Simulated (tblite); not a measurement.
# C13H11BSe: the cost of one run

Computed with tblite 0.8.0 and PySCF 2.14.0 and routines of our own; the level stands in each step. Atoms count from 0.

## Step 1: The starting structure

26 atoms, charge 0, multiplicity 1; geometry from: force field or distance geometry start.

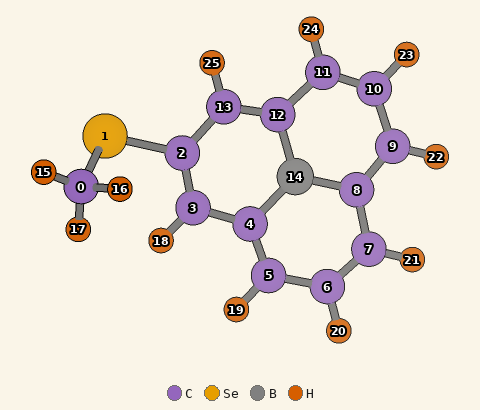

The starting geometry (carbon purple, selenium amber, boron grey, hydrogen orange).

## Step 2: Relaxing the molecule with GFN2-xTB

The job: settings as JSON, then the geometry in Å.

```
{"job": {"kind": "relax", "xc": "GFN2-xTB", "basis": "xTB"}, "charge": 0, "multiplicity": 1}
C      4.762000    -0.047800     0.308300
Se     3.579700    -1.276600    -0.685100
C      1.751900    -0.747800    -0.433500
C      1.470100     0.529500    -0.729800
C      0.121100     1.005500    -0.564000
C     -0.341600     2.223700    -0.806300
C     -1.736200     2.581600    -0.611500
C     -2.699300     1.793700    -0.189500
C     -2.384500     0.404500     0.113400
C     -3.221200    -0.533500     0.541800
C     -2.763900    -1.890900     0.806100
C     -1.540200    -2.360000     0.680800
C     -0.485400    -1.464800     0.229800
C      0.785600    -1.741400     0.028600
B     -0.930000    -0.006500    -0.076000
H      5.759400    -0.427000     0.463500
H      4.216800     0.142100     1.286200
H      4.687800     0.913500    -0.242400
H      2.219800     1.230200    -1.060900
H      0.409300     2.951500    -1.146800
H     -2.021800     3.621400    -0.823900
H     -3.731900     2.110000    -0.064900
H     -4.249600    -0.218500     0.683700
H     -3.516900    -2.623000     1.158600
H     -1.247200    -3.373400     0.897500
H      1.085200    -2.773500     0.249700
```

Command:

```console
> OMP_NUM_THREADS=4 python excited_run.py task.json out
```

This one command runs all jobs of the session in turn.

Q: Estimate the wall time and peak memory of this first job on 4 threads of Arm Neoverse N1, shared host.

About 3.1 s, with a peak of 0.18 GiB.
